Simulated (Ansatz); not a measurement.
# SiH₄ + NH₃ + NH₃: a complex and its separated parts

Aim: how far the complex at one end of a reaction step lies below its separated, relaxed parts, level by level.

The runs use Ansatz 0.2.0, Gaussian basis; PBE0-D4/def2-TZVP structures, single points in def2-TZVPP, no counterpoise correction.

Levels: SPW92, PBE-D4, BLYP-D4, r2SCAN-D4, B97M-V, PBE0-D4, B3LYP-D4, r2SCAN0-D4, BHLYP-D4, CAM-B3LYP-D4, wB97X-V, wB97M-V, B2PLYP, PBE-QIDH, RPA on PBE, Hartree-Fock, MP2, CCSD, CCSD(T).

Cores are frozen in the correlated methods. B3LYP uses VWN-RPA correlation. B2PLYP carries no dispersion term here.

113 further runs of the same task are left out: 113 set aside as unsound or not needed. Runs told in other sessions of the task aren't counted.

### 1 Starting geometry

The complex: 13 atoms, charge 0, spin multiplicity 1.

Atoms are counted from 1 here; the program's logs count them from 0.

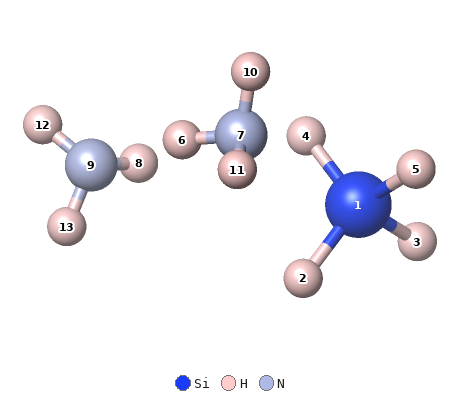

Start geometry, drawn with silicon blue, hydrogen pink, nitrogen light blue; atoms are numbered from 1 in the order of the file.

Coordinates:

```tsv
atom	x (Å)	y (Å)	z (Å)
Si1	-1.3942	-1.1830	0.8790
H2	-1.3301	-1.2893	-0.5988
H3	-1.7489	-2.5518	1.3760
H4	-0.0693	-0.8735	1.4738
H5	-2.4629	-0.2751	1.3536
H6	0.2938	1.2262	-0.4691
N7	-0.6420	1.4056	-0.1039
H8	1.9009	-0.5853	-0.2007
N9	2.1007	0.1211	-0.8995
H10	-0.5714	2.1388	0.5909
H11	-1.2119	1.7632	-0.8605
H12	3.0468	0.4446	-0.7404
H13	2.0886	-0.3412	-1.8004
```

Its parts: SiH₄ holds atoms 1, 2, 3, 4, 5; NH₃ holds atoms 6, 7, 10, 11; NH₃ holds atoms 8, 9, 12, 13. Each part counts its atoms afresh in its own runs.

### 2 Relaxing SiH₄ alone

Contents of relax-a/in.yaml:

```yaml
crystal:
  periodic: [false, false, false]
  atoms:
    - {symbol: Si, position_ang: [-1.394239, -1.183005, 0.878984]}
    - {symbol: H, position_ang: [-1.330132, -1.289289, -0.598783]}
    - {symbol: H, position_ang: [-1.748854, -2.551807, 1.375967]}
    - {symbol: H, position_ang: [-0.069298, -0.873545, 1.473780]}
    - {symbol: H, position_ang: [-2.462924, -0.275109, 1.353630]}
basis:
  gaussian: {orbitals: def2-TZVP}
hamiltonian: {xc: pbe0, dispersion: d4}
relax: {f_tol: 0.005, max_steps: 200}
```

Command:

```bash
$ ansatz run in.yaml --threads 4 --pin off --events-out ev --progress --plain --max-ram 9574MiB
```

Output (excerpt; [...] marks lines left out):

```text
Functional definition: PBE0
  name "PBE0"
  cite "Adamo & Barone, J. Chem. Phys. 110, 6158 (1999) doi:10.1063/1.478522"
  cite "Perdew, Burke & Ernzerhof, Phys. Rev. Lett. 77, 3865 (1996) doi:10.1103/PhysRevLett.77.3865"
  parent pbe
[...]
444 factors; their error is unknown
[...]
mean field -7939.05091423 eV, -291.7547398159 hartree, gradient 3.0e-5 eV, S^2 0.000000; 0 other end points of the search recorded, 0 dependent functions left out
[...]
reference -7939.05094125 eV, -291.7547408090 hartree; 9, 9 occupied and 52, 52 virtual orbitals, 444 factors
[...]
reference -7939.08542140 eV, -291.7560079310 hartree; 9, 9 occupied and 52, 52 virtual orbitals, 444 factors
Total energy: -7939.12000278 eV, -291.7572787734 hartree
Atom 0 at    -1.401108    -1.234573     0.896726 Å, force     0.000590    -0.000134    -0.000023 eV/Å
Atom 1 at    -1.326891    -1.250957    -0.586035 Å, force    -0.000108    -0.000143    -0.000584 eV/Å
Atom 2 at    -1.762270    -2.587877     1.389212 Å, force     0.000005    -0.000165     0.000060 eV/Å
Atom 3 at    -0.082435    -0.840699     1.453832 Å, force     0.000253    -0.000093     0.000260 eV/Å
Atom 4 at    -2.432744    -0.258649     1.329844 Å, force    -0.000739     0.000535     0.000287 eV/Å
Dipole moment:    -0.000021    -0.000021     0.000010 e Å
```

Run time: 1.3 s. Hardware: 4 threads of Arm Neoverse V1, shared host.

The steps of the relaxation:

```tsv
step	energy from step 1 (eV)	largest force component (eV/Å)
1	0.0000	0.8321
2	-0.0314	0.1211
3	-0.0342	0.0521
4	-0.0345	0.0007
```

Close pairs (by a distance rule), those that changed most:

```tsv
bond	before (Å)	after (Å)	change (Å)
Si1–H3	1.499	1.485	-0.014
Si1–H5	1.480	1.485	+0.004
Si1–H2	1.483	1.485	+0.002
Si1–H4	1.485	1.485	-0.000
```

### 3 Relaxing NH₃ alone

Contents of relax-b/in.yaml:

```yaml
crystal:
  periodic: [false, false, false]
  atoms:
    - {symbol: H, position_ang: [0.293848, 1.226226, -0.469058]}
    - {symbol: N, position_ang: [-0.641957, 1.405596, -0.103944]}
    - {symbol: H, position_ang: [-0.571410, 2.138755, 0.590875]}
    - {symbol: H, position_ang: [-1.211935, 1.763160, -0.860488]}
basis:
  gaussian: {orbitals: def2-TZVP}
hamiltonian: {xc: pbe0, dispersion: d4}
relax: {f_tol: 0.005, max_steps: 200}
```

Command:

```bash
$ ansatz run in.yaml --threads 4 --pin off --events-out ev --progress --plain --max-ram 9574MiB
```

Output (excerpt; [...] marks lines left out):

```text
[... 5 set-up lines as earlier in the session ...]
[...]
287 factors; their error is unknown
[...]
mean field -1537.79654398 eV, -56.5129806354 hartree, gradient 4.7e-6 eV, S^2 0.000000; 0 other end points of the search recorded, 0 dependent functions left out
[...]
Total energy: -1537.80844352 eV, -56.5134179355 hartree
Atom 0 at     0.284344     1.234517    -0.467605 Å, force    -0.000461     0.000341     0.000168 eV/Å
Atom 1 at    -0.644895     1.399433    -0.100681 Å, force    -0.000156     0.000011    -0.000101 eV/Å
Atom 2 at    -0.565840     2.137620     0.587898 Å, force     0.000156    -0.000243    -0.000420 eV/Å
Atom 3 at    -1.205063     1.762168    -0.862227 Å, force     0.000461    -0.000109     0.000352 eV/Å
Dipole moment:     0.140184     0.292799    -0.137605 e Å
```

Run time: 1.1 s. Hardware: 4 threads of Arm Neoverse V1, shared host.

Step by step:

```tsv
step	energy from step 1 (eV)	largest force component (eV/Å)
1	0.0000	0.3574
2	-0.0025	0.0634
3	-0.0026	0.0785
4	-0.0028	0.0005
```

Close pairs (by a distance rule), those that changed most:

```tsv
bond	before (Å)	after (Å)	change (Å)
H1–N2	1.020	1.013	-0.008
N2–H4	1.012	1.013	+0.000
N2–H3	1.013	1.013	+0.000
```

### 4 Relaxing NH₃ alone

Contents of relax-c/in.yaml:

```yaml
crystal:
  periodic: [false, false, false]
  atoms:
    - {symbol: H, position_ang: [1.900862, -0.585321, -0.200660]}
    - {symbol: N, position_ang: [2.100669, 0.121102, -0.899460]}
    - {symbol: H, position_ang: [3.046789, 0.444561, -0.740414]}
    - {symbol: H, position_ang: [2.088581, -0.341223, -1.800430]}
basis:
  gaussian: {orbitals: def2-TZVP}
hamiltonian: {xc: pbe0, dispersion: d4}
relax: {f_tol: 0.005, max_steps: 200}
```

Command:

```bash
$ ansatz run in.yaml --threads 4 --pin off --events-out ev --progress --plain --max-ram 9574MiB
```

Output (excerpt; [...] marks lines left out):

```text
[... 5 set-up lines as earlier in the session ...]
[...]
287 factors; their error is unknown
[...]
mean field -1537.79920842 eV, -56.5130785518 hartree, gradient 5.8e-5 eV, S^2 0.000000; 0 other end points of the search recorded, 0 dependent functions left out
[...]
Total energy: -1537.80844289 eV, -56.5134179122 hartree
Atom 0 at     1.902656    -0.584263    -0.200679 Å, force     0.000130    -0.000555    -0.002312 eV/Å
Atom 1 at     2.098863     0.121567    -0.899691 Å, force     0.001392     0.002722     0.001522 eV/Å
Atom 2 at     3.045858     0.442670    -0.740149 Å, force    -0.001574    -0.000785    -0.000683 eV/Å
Atom 3 at     2.089524    -0.340855    -1.800445 Å, force     0.000052    -0.001382     0.001473 eV/Å
Dipole moment:     0.231925    -0.265061    -0.013225 e Å
```

It took 0.7 s on 4 threads of Arm Neoverse V1, shared host.

Step by step:

```tsv
step	energy from step 1 (eV)	largest force component (eV/Å)
1	0.0000	0.0407
2	-0.0001	0.0223
3	-0.0001	0.0027
```

Distances of close pairs at the start and the end, largest changes first:

```tsv
bond	before (Å)	after (Å)	change (Å)
H1–N2	1.014	1.013	-0.001
N2–H4	1.013	1.013	-0.000
N2–H3	1.012	1.013	+0.000
```

### 5 SPW92/def2-TZVPP

Contents of parta/in.yaml:

```yaml
crystal:
  periodic: [false, false, false]
  atoms:
    - {symbol: Si, position_ang: [-1.401108, -1.234573, 0.896726]}
    - {symbol: H, position_ang: [-1.326891, -1.250957, -0.586035]}
    - {symbol: H, position_ang: [-1.762270, -2.587877, 1.389212]}
    - {symbol: H, position_ang: [-0.082435, -0.840699, 1.453832]}
    - {symbol: H, position_ang: [-2.432744, -0.258649, 1.329844]}
basis:
  gaussian: {orbitals: def2-TZVPP}
hamiltonian: {xc: lda}
```

Contents of partb/in.yaml:

```yaml
crystal:
  periodic: [false, false, false]
  atoms:
    - {symbol: H, position_ang: [0.284344, 1.234517, -0.467605]}
    - {symbol: N, position_ang: [-0.644895, 1.399433, -0.100681]}
    - {symbol: H, position_ang: [-0.565840, 2.137620, 0.587898]}
    - {symbol: H, position_ang: [-1.205063, 1.762168, -0.862227]}
basis:
  gaussian: {orbitals: def2-TZVPP}
hamiltonian: {xc: lda}
```

Contents of partc/in.yaml:

```yaml
crystal:
  periodic: [false, false, false]
  atoms:
    - {symbol: H, position_ang: [1.902656, -0.584263, -0.200679]}
    - {symbol: N, position_ang: [2.098863, 0.121567, -0.899691]}
    - {symbol: H, position_ang: [3.045858, 0.442670, -0.740149]}
    - {symbol: H, position_ang: [2.089524, -0.340855, -1.800445]}
basis:
  gaussian: {orbitals: def2-TZVPP}
hamiltonian: {xc: lda}
```

One command serves all of them, each in its own folder.

Command:

```bash
$ ansatz run in.yaml --threads 4 --pin off --events-out ev --progress --plain --max-ram 9574MiB
```

Output in parta (excerpt; [...] marks lines left out):

```text
Functional definition: SPW92
  name "SPW92"
  cite "Dirac, Proc. Camb. Phil. Soc. 26, 376 (1930) doi:10.1017/S0305004100016108"
  cite "Slater, Phys. Rev. 81, 385 (1951) doi:10.1103/PhysRev.81.385"
  cite "Perdew & Wang, Phys. Rev. B 45, 13244 (1992) doi:10.1103/PhysRevB.45.13244"
[...]
524 factors; their error is unknown
[...]
mean field -7909.52602622 eV, -290.6697201941 hartree, gradient 3.4e-5 eV, S^2 0.000000; 0 other end points of the search recorded, 0 dependent functions left out
reference -7909.52605830 eV, -290.6697213734 hartree; 9, 9 occupied and 89, 89 virtual orbitals, 524 factors
Total energy: -7909.52605830 eV, -290.6697213734 hartree
```

partb printed (excerpt; [...] marks lines left out):

```text
[... 5 set-up lines as earlier in the session ...]
[...]
332 factors; their error is unknown
[...]
mean field -1526.58939879 eV, -56.1011256460 hartree, gradient 8.6e-5 eV, S^2 0.000000; 0 other end points of the search recorded, 0 dependent functions left out
reference -1526.58941819 eV, -56.1011263589 hartree; 5, 5 occupied and 68, 68 virtual orbitals, 332 factors
Total energy: -1526.58941819 eV, -56.1011263589 hartree
```

Log of partc (excerpt; [...] marks lines left out):

```text
[... 5 set-up lines as earlier in the session ...]
[...]
332 factors; their error is unknown
[...]
mean field -1526.58941873 eV, -56.1011263790 hartree, gradient 8.6e-5 eV, S^2 0.000000; 0 other end points of the search recorded, 0 dependent functions left out
reference -1526.58943814 eV, -56.1011270921 hartree; 5, 5 occupied and 68, 68 virtual orbitals, 332 factors
Total energy: -1526.58943814 eV, -56.1011270921 hartree
```

Times: 0.25 s (parta), 0.15 s (partb), 0.45 s (partc) on 4 threads of Arm Neoverse V1, shared host.

### 6 PBE-D4/def2-TZVPP

The same edit goes into each in.yaml of step 5 (parta, partb, partc):

```diff
-hamiltonian: {xc: lda}
+hamiltonian: {xc: pbe, dispersion: d4}
```

One command serves all of them, each in its own folder.

Command:

```bash
$ ansatz run in.yaml --threads 4 --pin off --events-out ev --progress --plain --max-ram 9574MiB
```

parta printed (excerpt; [...] marks lines left out):

```text
Functional definition: PBE
  name "PBE"
[... 2 set-up lines as earlier in the session ...]
[...]
524 factors; their error is unknown
[...]
mean field -7938.15289114 eV, -291.7217380763 hartree, gradient 2.7e-5 eV, S^2 0.000000; 0 other end points of the search recorded, 0 dependent functions left out
reference -7938.15292544 eV, -291.7217393368 hartree; 9, 9 occupied and 89, 89 virtual orbitals, 524 factors
Total energy: -7938.19526634 eV, -291.7232953361 hartree
```

partb printed (excerpt; [...] marks lines left out):

```text
[... 4 set-up lines as earlier in the session ...]
[...]
332 factors; their error is unknown
[...]
mean field -1537.73153166 eV, -56.5105914766 hartree, gradient 6.0e-5 eV, S^2 0.000000; 0 other end points of the search recorded, 0 dependent functions left out
reference -1537.73155201 eV, -56.5105922244 hartree; 5, 5 occupied and 68, 68 virtual orbitals, 332 factors
Total energy: -1537.74292994 eV, -56.5110103557 hartree
```

partc printed (excerpt; [...] marks lines left out):

```text
[... 4 set-up lines as earlier in the session ...]
[...]
332 factors; their error is unknown
[...]
mean field -1537.73151609 eV, -56.5105909043 hartree, gradient 5.9e-5 eV, S^2 0.000000; 0 other end points of the search recorded, 0 dependent functions left out
reference -1537.73153644 eV, -56.5105916521 hartree; 5, 5 occupied and 68, 68 virtual orbitals, 332 factors
Total energy: -1537.74291413 eV, -56.5110097745 hartree
```

Times: 0.3 s (parta), 0.45 s (partb), 0.2 s (partc) on 4 threads of Arm Neoverse V1, shared host.

### 7 BLYP-D4/def2-TZVPP

The same edit goes into each in.yaml of step 6 (parta, partb, partc):

```diff
-hamiltonian: {xc: pbe, dispersion: d4}
+hamiltonian: {xc: {name: BLYP}, dispersion: d4}
```

Each run has its own folder and the same command.

Command:

```bash
$ ansatz run in.yaml --threads 4 --pin off --events-out ev --progress --plain --max-ram 9574MiB
```

Log of parta (excerpt; [...] marks lines left out):

```text
Functional definition: BLYP
  name "BLYP"
  cite "Becke, Phys. Rev. A 38, 3098 (1988) doi:10.1103/PhysRevA.38.3098"
  cite "Lee, Yang & Parr, Phys. Rev. B 37, 785 (1988) doi:10.1103/PhysRevB.37.785"
[...]
524 factors; their error is unknown
[...]
mean field -7942.32372880 eV, -291.8750135330 hartree, gradient 1.9e-5 eV, S^2 0.000000; 0 other end points of the search recorded, 0 dependent functions left out
reference -7942.32401029 eV, -291.8750238776 hartree; 9, 9 occupied and 89, 89 virtual orbitals, 524 factors
Total energy: -7942.42242517 eV, -291.8786405578 hartree
```

partb printed (excerpt; [...] marks lines left out):

```text
[... 4 set-up lines as earlier in the session ...]
[...]
332 factors; their error is unknown
[...]
mean field -1539.10792322 eV, -56.5611729335 hartree, gradient 5.8e-5 eV, S^2 0.000000; 0 other end points of the search recorded, 0 dependent functions left out
reference -1539.10810880 eV, -56.5611797534 hartree; 5, 5 occupied and 68, 68 virtual orbitals, 332 factors
Total energy: -1539.13555810 eV, -56.5621884966 hartree
```

partc printed (excerpt; [...] marks lines left out):

```text
[... 4 set-up lines as earlier in the session ...]
[...]
332 factors; their error is unknown
[...]
mean field -1539.10791754 eV, -56.5611727247 hartree, gradient 5.5e-5 eV, S^2 0.000000; 0 other end points of the search recorded, 0 dependent functions left out
reference -1539.10810313 eV, -56.5611795449 hartree; 5, 5 occupied and 68, 68 virtual orbitals, 332 factors
Total energy: -1539.13555183 eV, -56.5621882662 hartree
```

Wall times: 0.35 s (parta), 0.25 s (partb), 0.25 s (partc) on 4 threads of Arm Neoverse V1, shared host.

### 8 r2SCAN-D4/def2-TZVPP

The same edit goes into each in.yaml of step 7 (parta, partb, partc):

```diff
-hamiltonian: {xc: {name: BLYP}, dispersion: d4}
+hamiltonian: {xc: r2scan, dispersion: d4}
```

Each run has its own folder and the same command.

Command:

```bash
$ ansatz run in.yaml --threads 4 --pin off --events-out ev --progress --plain --max-ram 9574MiB
```

parta printed (excerpt; [...] marks lines left out):

```text
Functional definition: r2SCAN
  name "r2SCAN"
  cite "Furness, Kaplan, Ning, Perdew & Sun, J. Phys. Chem. Lett. 11, 8208 (2020) doi:10.1021/acs.jpclett.0c02405"
  cite "Furness, Kaplan, Ning, Perdew & Sun, J. Phys. Chem. Lett. 11, 9248 (2020) doi:10.1021/acs.jpclett.0c03077"
  parent r2scan
[...]
524 factors; their error is unknown
[...]
mean field -7941.75742231 eV, -291.8542021535 hartree, gradient 1.4e-5 eV, S^2 0.000000; 0 other end points of the search recorded, 0 dependent functions left out
reference -7941.75743291 eV, -291.8542025430 hartree; 9, 9 occupied and 89, 89 virtual orbitals, 524 factors
Total energy: -7941.76700226 eV, -291.8545542100 hartree
```

partb printed (excerpt; [...] marks lines left out):

```text
[... 5 set-up lines as earlier in the session ...]
[...]
332 factors; their error is unknown
[...]
mean field -1538.76469718 eV, -56.5485596093 hartree, gradient 3.2e-5 eV, S^2 0.000000; 0 other end points of the search recorded, 0 dependent functions left out
reference -1538.76470364 eV, -56.5485598465 hartree; 5, 5 occupied and 68, 68 virtual orbitals, 332 factors
Total energy: -1538.76741659 eV, -56.5486595457 hartree
```

partc printed (excerpt; [...] marks lines left out):

```text
[... 5 set-up lines as earlier in the session ...]
[...]
332 factors; their error is unknown
[...]
mean field -1538.76467085 eV, -56.5485586417 hartree, gradient 3.0e-5 eV, S^2 0.000000; 0 other end points of the search recorded, 0 dependent functions left out
reference -1538.76467731 eV, -56.5485588789 hartree; 5, 5 occupied and 68, 68 virtual orbitals, 332 factors
Total energy: -1538.76739020 eV, -56.5486585760 hartree
```

Wall times: 0.75 s (parta), 0.55 s (partb), 0.55 s (partc) on 4 threads of Arm Neoverse V1, shared host.

### 9 B97M-V/def2-TZVPP

Each input of step 8 (parta, partb, partc) changes in the same lines:

```diff
-hamiltonian: {xc: r2scan, dispersion: d4}
+hamiltonian: {xc: {name: B97M-V}}
```

One command serves all of them, each in its own folder.

Command:

```bash
$ ansatz run in.yaml --threads 4 --pin off --events-out ev --progress --plain --max-ram 9574MiB
```

Log of parta (excerpt; [...] marks lines left out):

```text
Functional definition: B97M-V
  name "B97M-V"
  cite "Mardirossian & Head-Gordon, J. Chem. Phys. 142, 074111 (2015) doi:10.1063/1.4907719"
  cite "Becke, J. Chem. Phys. 107, 8554 (1997) doi:10.1063/1.475007"
  cite "Vydrov & Van Voorhis, J. Chem. Phys. 133, 244103 (2010) doi:10.1063/1.3521275"
  # Of w^i u^j: cxij and so on, Table III.
[...]
  gx(w, u) = cx00 + cx01*u + cx02*u^2 + (cx10 + cx11*u)*w
[...]
  gos(w, u) = cos00 + cos01*u + cos03*u^3 + cos10*w + cos32*w^3*u^2
[...]
      + integral(e_c_pw_mod_opposite_spin*gos(b97_w_opposite, b97_u_opposite)) + vv10(b, c)
524 factors; their error is unknown
[...]
mean field -7940.58581251 eV, -291.8111462875 hartree, gradient 3.9e-5 eV, S^2 0.000000; 0 other end points of the search recorded, 0 dependent functions left out
reference -7940.58586495 eV, -291.8111482143 hartree; 9, 9 occupied and 89, 89 virtual orbitals, 524 factors
Total energy: -7940.58586495 eV, -291.8111482143 hartree
```

Log of partb (excerpt; [...] marks lines left out):

```text
[... 5 set-up lines as earlier in the session ...]
  # Of w^i u^j: cxij and so on, Table III.
[...]
  gx(w, u) = cx00 + cx01*u + cx02*u^2 + (cx10 + cx11*u)*w
[...]
  gos(w, u) = cos00 + cos01*u + cos03*u^3 + cos10*w + cos32*w^3*u^2
[...]
      + integral(e_c_pw_mod_opposite_spin*gos(b97_w_opposite, b97_u_opposite)) + vv10(b, c)
332 factors; their error is unknown
[...]
mean field -1539.38742022 eV, -56.5714442587 hartree, gradient 4.5e-5 eV, S^2 0.000000; 0 other end points of the search recorded, 0 dependent functions left out
reference -1539.38745304 eV, -56.5714454649 hartree; 5, 5 occupied and 68, 68 virtual orbitals, 332 factors
Total energy: -1539.38745304 eV, -56.5714454649 hartree
```

Output in partc (excerpt; [...] marks lines left out):

```text
[... 5 set-up lines as earlier in the session ...]
  # Of w^i u^j: cxij and so on, Table III.
[...]
  gx(w, u) = cx00 + cx01*u + cx02*u^2 + (cx10 + cx11*u)*w
[...]
  gos(w, u) = cos00 + cos01*u + cos03*u^3 + cos10*w + cos32*w^3*u^2
[...]
      + integral(e_c_pw_mod_opposite_spin*gos(b97_w_opposite, b97_u_opposite)) + vv10(b, c)
332 factors; their error is unknown
[...]
mean field -1539.38735885 eV, -56.5714420034 hartree, gradient 4.5e-5 eV, S^2 0.000000; 0 other end points of the search recorded, 0 dependent functions left out
reference -1539.38739167 eV, -56.5714432097 hartree; 5, 5 occupied and 68, 68 virtual orbitals, 332 factors
Total energy: -1539.38739167 eV, -56.5714432097 hartree
```

Times: 1.3 s (parta), 0.65 s (partb), 0.65 s (partc) on 4 threads of Arm Neoverse V1, shared host.

### 10 PBE0-D4/def2-TZVPP

Each input of step 9 (parta, partb, partc) changes in the same lines:

```diff
-hamiltonian: {xc: {name: B97M-V}}
+hamiltonian: {xc: pbe0, dispersion: d4}
+output: {orbitals: {seedname: orbitals}}
```

One command serves all of them, each in its own folder.

Command:

```bash
$ ansatz run in.yaml --threads 4 --pin off --events-out ev --progress --plain --max-ram 9574MiB
```

Output in parta (excerpt; [...] marks lines left out):

```text
[... 5 set-up lines as earlier in the session ...]
[...]
527 factors; their error is unknown
[...]
mean field -7939.10185209 eV, -291.7566117476 hartree, gradient 5.6e-5 eV, S^2 0.000000; 0 other end points of the search recorded, 0 dependent functions left out
reference -7939.10187798 eV, -291.7566126992 hartree; 9, 9 occupied and 89, 89 virtual orbitals, 527 factors
Total energy: -7939.13645936 eV, -291.7578835416 hartree
```

Output in partb (excerpt; [...] marks lines left out):

```text
[... 5 set-up lines as earlier in the session ...]
[...]
332 factors; their error is unknown
[...]
mean field -1537.87183811 eV, -56.5157476434 hartree, gradient 1.2e-5 eV, S^2 0.000000; 0 other end points of the search recorded, 0 dependent functions left out
reference -1537.87185402 eV, -56.5157482283 hartree; 5, 5 occupied and 68, 68 virtual orbitals, 332 factors
Total energy: -1537.88096978 eV, -56.5160832261 hartree
```

partc printed (excerpt; [...] marks lines left out):

```text
[... 5 set-up lines as earlier in the session ...]
[...]
332 factors; their error is unknown
[...]
mean field -1537.87182674 eV, -56.5157472257 hartree, gradient 6.6e-6 eV, S^2 0.000000; 0 other end points of the search recorded, 0 dependent functions left out
reference -1537.87184266 eV, -56.5157478106 hartree; 5, 5 occupied and 68, 68 virtual orbitals, 332 factors
Total energy: -1537.88095822 eV, -56.5160828014 hartree
```

Times: 0.61 s (parta), 0.35 s (partb), 0.35 s (partc) on 4 threads of Arm Neoverse V1, shared host.

[end of part 1 of 3]
